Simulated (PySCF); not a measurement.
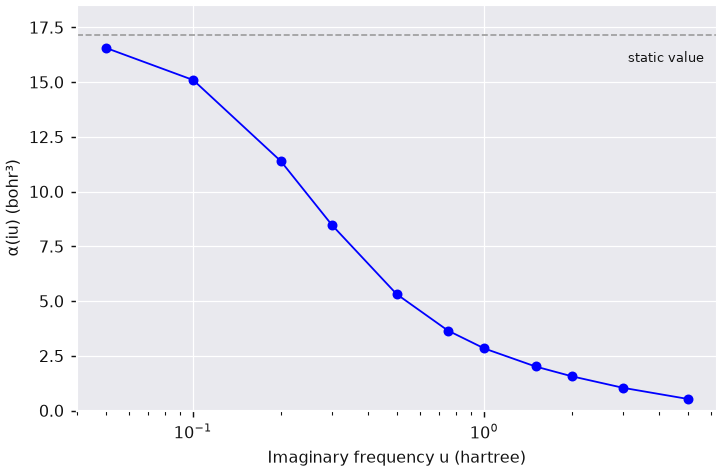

Dipole polarisability at imaginary frequency of In²⁺ ([Kr] 4d¹⁰ 5s). Coupled response at the HF level; PySCF, aug-cc-pwCVDZ-PP with a 28-electron core potential, unrestricted single determinants, no spin-orbit coupling.

What follows from the curve?

The static dipole polarisability is 17.1 bohr³; α(iu) falls to half of it near u = 0.30 hartree. The Casimir–Polder integral gives C₆ = 75.1 hartree bohr⁶ for two such species.
